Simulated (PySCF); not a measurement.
```tsv
atom	x (Å)	y (Å)	z (Å)
B	-1.9198	-0.8747	0.5444
C	-0.5778	-0.1741	0.6125
Si	-0.4928	1.4231	-0.4697
C	0.4573	-0.1936	-0.5250
C	1.9102	-0.3016	-0.1242
H	-2.6031	-0.9331	1.4961
H	-2.2977	-1.3372	-0.4659
H	-0.1293	-0.0038	1.5873
H	-1.5291	1.7022	-1.4465
H	0.1368	2.5744	0.1583
H	0.2028	-0.8829	-1.3247
H	2.5623	-0.0995	-0.9726
H	2.1301	-1.3054	0.2404
H	2.1491	0.4058	0.6675
```

Geometry: GFN2-xTB.

Level of theory: PBE0/pcSseg-1, SCF density, gas phase, non-relativistic in PySCF.

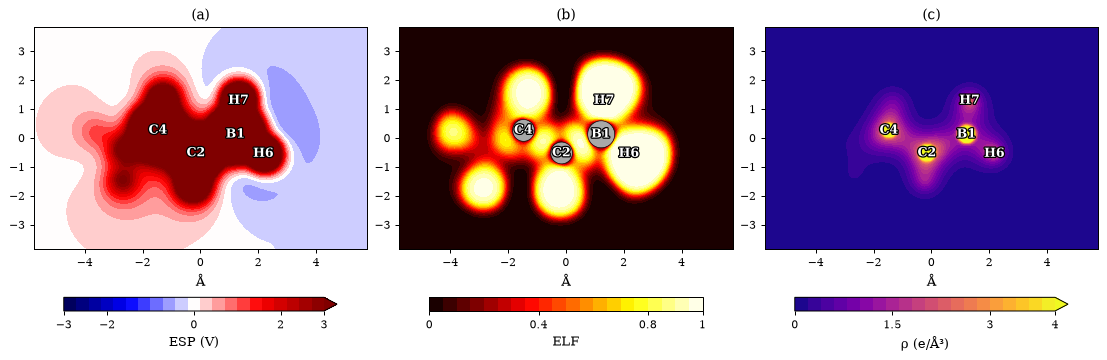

C$_{3}$H$_{9}$BSi. (a) electrostatic potential; (b) ELF; (c) electron density on the plane of atoms C2, B1 and H6. Grey discs cover the atomic cores in the ELF map.

Read the bonding off the picture.

Answer.
- Atoms in the plane: B, C and H.
- C–C (1.54 Å): ρ at the midpoint is about 1.6 e/Å³; the ELF peaks at about 0.90 between the atoms: localised, covalent bonding.
- C–B (1.52 Å): ρ at the midpoint is about 1.5 e/Å³; the ELF peaks at about 0.95 between the atoms, as expected for localised, covalent bonding.
- B–H (1.17 Å): ρ at the midpoint is about 1.3 e/Å³; the ELF climbs to about 1 towards the hydrogen, as it does in any bond to H: a covalent bond by its length.
- Outside the dense part of the molecule the potential is most negative (−0.7 V) near H6.
